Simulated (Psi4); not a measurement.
**UPBE/def2-TZVPD (sweep point 4) run of O2 (oxygen)**

Aim: the vertical ionisation energy of O2 (oxygen) at UPBE/def2-TZVPD (sweep point 4), from 2 runs. 

The results are computed with Psi4 1.11.

4 further runs of the same task are left out: 4 set aside as unsound or not needed.

## (1) Starting point

The species is O2 (2 atoms), meant as a triplet with charge 0. As SMILES, `O=O`. Geometry: relaxed at GFN2-xTB.

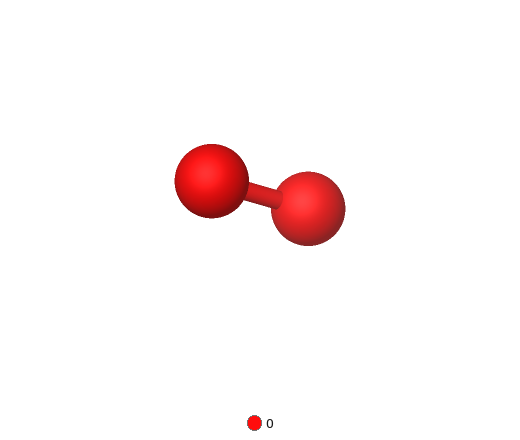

The structure, seen from a chosen angle (oxygen red).

## (2) The energy at UPBE/def2-TZVPD (sweep point 4)

Contents of job.py:

```python
import psi4

psi4.set_memory('1600 MB')
psi4.set_num_threads(1)
psi4.set_output_file('psi4.out', False)

m = psi4.geometry("""
0 3
O      0.97685613    -0.31603780     0.50313958
O     -0.97685613     0.31603780    -0.50313958
units au
symmetry c1
""")

psi4.set_options({
    'basis': 'def2-TZVPD',
    'reference': 'uks',
    'puream': True,
    'scf_type': 'pk',
    'dft_radial_points': 50,
    'dft_spherical_points': 194,
    'maxiter': 150,
})

energy_value, wavefunction = psi4.energy('PBE', return_wfn=True)
print(f'PBE energy: {energy_value:.10f} Eh')
```

Started as:

```bash
$ python job.py
```

psi4.out, shortened:

```text
[...]
  Running in c1 symmetry.
[...]
  Nuclear repulsion =   27.987630427800006
[...]
  Multiplicity = 3
[...]
  Nalpha       = 9
  Nbeta        = 7
[...]
    Number of basis functions: 80
[...]
   @UKS iter   1:  -150.22230784204999   -2.59864e-01   3.58858e-03 ADIIS/DIIS
[...]
   @UKS iter   6:  -150.25006669031751   -6.25377e-08   5.77626e-07 DIIS
[...]
   @S^2 Observed:                2.004568325E+00
[...]
    Orbital Energies [Eh]
    ---------------------
    Alpha Occupied:
       1A    -18.904629     2A    -18.904608     3A     -1.208315
       4A     -0.753852     5A     -0.498554     6A     -0.497467
       7A     -0.497467     8A     -0.251316     9A     -0.251316
    Alpha Virtual:
      10A      0.031670    11A      0.035217    12A      0.061121
      13A      0.061121    14A      0.109883    15A      0.115389
      16A      0.115389    17A      0.146371    18A      0.253032
      19A      0.285074    20A      0.285078    21A      0.386670
      22A      0.433748    23A      0.435901    24A      0.435901
      25A      0.440874    26A      0.440874    27A      0.458815
[...]
  @UKS Final Energy:  -150.25006669031751
   => Energetics <=
    Nuclear Repulsion Energy =             27.9876304278000063
    One-Electron Energy =                -261.7155213462310144
    Two-Electron Energy =                 100.3631281215119202
    DFT Exchange-Correlation Energy =     -16.8853038933984330
    Empirical Dispersion Energy =           0.0000000000000000
    VV10 Nonlocal Energy =                  0.0000000000000000
    Total Energy =                       -150.2500666903175102
[...]
 Multipole Moments:
 ------------------------------------------------------------------------------------
     Multipole            Electronic (a.u.)      Nuclear  (a.u.)        Total (a.u.)
 ------------------------------------------------------------------------------------
 L = 1.  Multiply by 2.5417464519 to convert [e a0] to [Debye]
 Dipole X            :          0.0000000            0.0000000            0.0000000
 Dipole Y            :         -0.0000000            0.0000000           -0.0000000
 Dipole Z            :          0.0000000            0.0000000            0.0000000
 Magnitude           :                                                    0.0000000
[...]
```

Standard output:

```text
PBE energy: -150.2500666903 Eh
```

Wall time 3.3 s (1 thread of AMD EPYC 7B13 (Zen 3), shared host); peak memory 0.32 GiB.

## (3) The doublet cation at the same level

Contents of run.py:

```python
import psi4

psi4.set_memory('1600 MB')
psi4.set_num_threads(1)
psi4.core.set_output_file('psi4.out', False)

mol = psi4.geometry("""
1 2
O      0.97685613    -0.31603780     0.50313958
O     -0.97685613     0.31603780    -0.50313958
units au
symmetry c1
""")

options = {'basis': 'def2-TZVPD', 'reference': 'uks', 'puream': True, 'scf_type': 'pk', 'dft_radial_points': 50, 'dft_spherical_points': 194, 'maxiter': 150}
psi4.set_options(options)

energy_value = psi4.energy("pbe")
print(f'pbe energy: {energy_value:.10f} Eh')
for k, v in sorted(psi4.core.scalar_variables().items()):
    print(f'{k:45s} {v:18.10f}')
```

Started as:

```bash
$ python run.py
```

psi4.out, shortened:

```text
[...]
  Running in c1 symmetry.
[...]
  Nuclear repulsion =   27.987630427800006
[...]
  Multiplicity = 2
[...]
  Nalpha       = 8
  Nbeta        = 7
[...]
    Number of basis functions: 80
[...]
   @UKS iter   1:  -149.76927655825693    1.93167e-01   2.56452e-03 DIIS/ADIIS
[...]
   @UKS iter   6:  -149.78817524608525   -1.75294e-07   1.93933e-07 DIIS
[...]
   @S^2 Observed:                7.514964714E-01
[...]
    Orbital Energies [Eh]
    ---------------------
    Alpha Occupied:
       1A    -19.420467     2A    -19.420444     3A     -1.666638
       4A     -1.186361     5A     -0.933315     6A     -0.933158
       7A     -0.929402     8A     -0.688529
    Alpha Virtual:
       9A     -0.678846    10A     -0.299812    11A     -0.201734
      12A     -0.139142    13A     -0.138958    14A     -0.120928
      15A     -0.074342    16A     -0.053840    17A     -0.051760
      18A      0.010783    19A      0.011239    20A      0.050985
      21A      0.154068    22A      0.181627    23A      0.183602
      24A      0.201045    25A      0.206140    26A      0.208315
[...]
  @UKS Final Energy:  -149.78817524608525
   => Energetics <=
    Nuclear Repulsion Energy =             27.9876304278000063
    One-Electron Energy =                -254.3333759122135120
    Two-Electron Energy =                  92.9598629433598092
    DFT Exchange-Correlation Energy =     -16.4022927050315701
    Empirical Dispersion Energy =           0.0000000000000000
    VV10 Nonlocal Energy =                  0.0000000000000000
    Total Energy =                       -149.7881752460852454
[...]
 Multipole Moments:
 ------------------------------------------------------------------------------------
     Multipole            Electronic (a.u.)      Nuclear  (a.u.)        Total (a.u.)
 ------------------------------------------------------------------------------------
 L = 1.  Multiply by 2.5417464519 to convert [e a0] to [Debye]
 Dipole X            :         -0.0000000            0.0000000           -0.0000000
 Dipole Y            :         -0.0000000            0.0000000           -0.0000000
 Dipole Z            :          0.0000000            0.0000000            0.0000000
 Magnitude           :                                                    0.0000000
[...]
```

Standard output:

```text
pbe energy: -149.7881752461 Eh
CURRENT ENERGY                                   -149.7881752461
CURRENT REFERENCE ENERGY                         -149.7881752461
DD SOLVATION ENERGY                                 0.0000000000
DFT FUNCTIONAL TOTAL ENERGY                      -149.7881752461
DFT TOTAL ENERGY                                 -149.7881752461
DFT VV10 ENERGY                                     0.0000000000
DFT XC ENERGY                                     -16.4022927050
GRID ELECTRONS ALPHA                                8.0000027317
GRID ELECTRONS BETA                                 7.0000013193
GRID ELECTRONS TOTAL                               15.0000040510
NUCLEAR REPULSION ENERGY                           27.9876304278
ONE-ELECTRON ENERGY                              -254.3333759122
PCM POLARIZATION ENERGY                             0.0000000000
PE ENERGY                                           0.0000000000
SCF ITERATION ENERGY                             -149.7881752461
SCF ITERATIONS                                      6.0000000000
SCF TOTAL ENERGY                                 -149.7881752461
TWO-ELECTRON ENERGY                                92.9598629434
XC GRID RADIAL POINTS                              50.0000000000
XC GRID SPHERICAL POINTS                          194.0000000000
XC GRID TOTAL POINTS                            19364.0000000000
```

It took 2.9 s on 1 thread of AMD EPYC 7B13 (Zen 3), shared host; peak memory 0.32 GiB.

## (4) Outcome

Level: UPBE/def2-TZVPD (sweep point 4).

| quantity | value |
| --- | --- |
| triplet O2: total energy | -150.25007 Eh |
| triplet O2: dipole moment | 0.00 D |
| triplet O2: HOMO energy (highest over α and β) | -6.84 eV |
| triplet O2: LUMO energy (lowest over α and β) | -4.53 eV |
| triplet O2: ⟨S²⟩ | 2.005 |
| doublet cation: total energy | -149.78818 Eh |
| doublet cation: HOMO energy (highest over α and β) | -18.74 eV |
| doublet cation: LUMO energy (lowest over α and β) | -18.47 eV |
| doublet cation: ⟨S²⟩ | 0.751 |
| vertical ionisation energy (to the doublet cation) | 12.569 eV |

**Reading.** The vertical ionisation energy comes to 12.57 eV (1213 kJ/mol).
